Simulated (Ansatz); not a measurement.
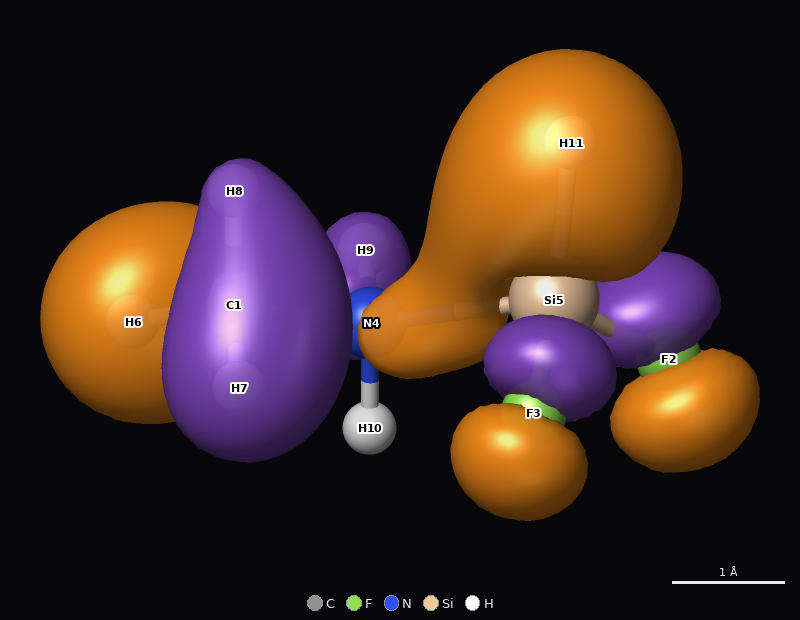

Figure. CH$_{6}$F$_{2}$NSi (SMILES C[NH2+][SiH](F)F) (charge +1). The HOMO−1 at ±0.1 Å⁻³ᐟ² (orange and purple are the two phases), seen from one side.

Geometry: B3LYP-D3(BJ)/def2-SVP.

All numbers below come from Ansatz 0.2.0, isolated molecule in a Gaussian basis; Kohn-Sham density functional theory, functional PBE0.

Input file:

```
crystal:
  periodic: [false, false, false]
  atoms:
    - {symbol: C, position_ang: [-2.283295, -2.181004, 1.587914]}
    - {symbol: F, position_ang: [-0.536746, -0.973887, -1.875701]}
    - {symbol: F, position_ang: [-3.036735, -0.731923, -1.048965]}
    - {symbol: "N", position_ang: [-1.207292, -1.787417, 0.601675]}
    - {symbol: Si, position_ang: [-1.775101, -1.689477, -1.184888]}
    - {symbol: H, position_ang: [-1.859543, -2.197435, 2.599497]}
    - {symbol: H, position_ang: [-3.095877, -1.447108, 1.525930]}
    - {symbol: H, position_ang: [-2.656982, -3.179029, 1.324157]}
    - {symbol: H, position_ang: [-0.407831, -2.434382, 0.680420]}
    - {symbol: H, position_ang: [-0.821068, -0.865934, 0.862032]}
    - {symbol: H, position_ang: [-2.067444, -3.038567, -1.660373]}
basis:
  gaussian:
    orbitals: def2-TZVPD
total_charge: 1
output: {forces: true, orbitals: {seedname: orbitals}}
hamiltonian:
  xc: {name: PBE0}
```

Command:

```sh
ansatz run input.yaml --threads 2 --pin off --max-ram 4350MiB --events-out events.jsonl --progress --plain --runs-dir runs
```

Q: Describe this orbital and give its energy.

A: By Hirshfeld shares it lies mainly on C1 (about 25 %), Si5 (about 15 %), H11 (about 15 %), H6 (about 10 %), F2 (about 10 %) and F3 (about 10 %). Its energy is −16.88 eV.
